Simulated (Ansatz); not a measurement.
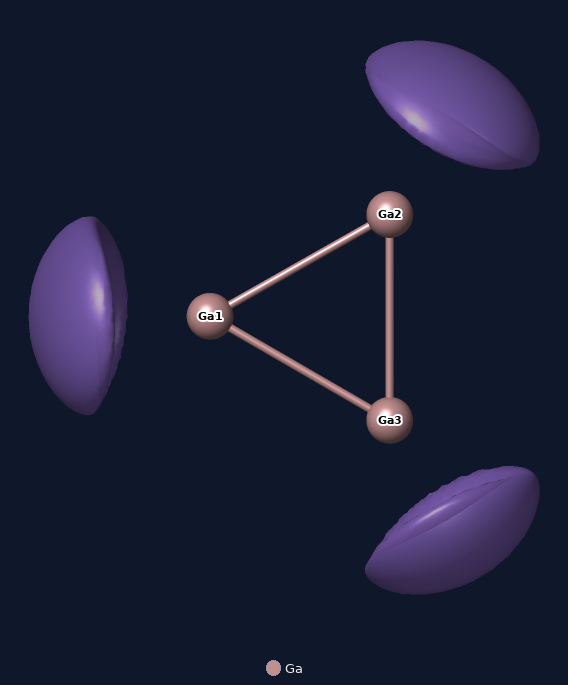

Figure. Ga3 (charge −1). Isosurface of the electron localisation function at 0.8 (purple), seen across its widest extent. Only the valence region is drawn (cores and ρ < 0.01 e/Å³ removed).

Geometry: PBE-D4/def2-TZVPD.

Level of theory: Ansatz 0.2.0, RKS PBE0-D4/def2-TZVPD.

Input

```
crystal:
  periodic: [false, false, false]
  atoms:
    - {symbol: Ga, position_ang: [-0.482345, -0.684299, 1.187777]}
    - {symbol: Ga, position_ang: [-0.356924, 1.382986, -0.237143]}
    - {symbol: Ga, position_ang: [0.839278, -0.698687, -0.950644]}
basis:
  gaussian: {orbitals: def2-TZVPD, initial_orbitals: start.molden}
total_charge: -1
hamiltonian: {xc: pbe0, dispersion: d4}
scf: {omitted_lower_state_checks: [starts]}
output: {orbitals: {seedname: orbitals}}
```

Command:

```sh
ansatz run in.yaml --threads 4 --pin off --events-out ev --progress --plain --max-ram 3916MiB
```

> Where are the electrons localised?

The surface consists of three lobes on Ga, pointing away from the bonds (lone pairs). Along the contacts the grid gives the following. Ga–Ga (2.50 Å): the ELF is about 0.50 at the midpoint.
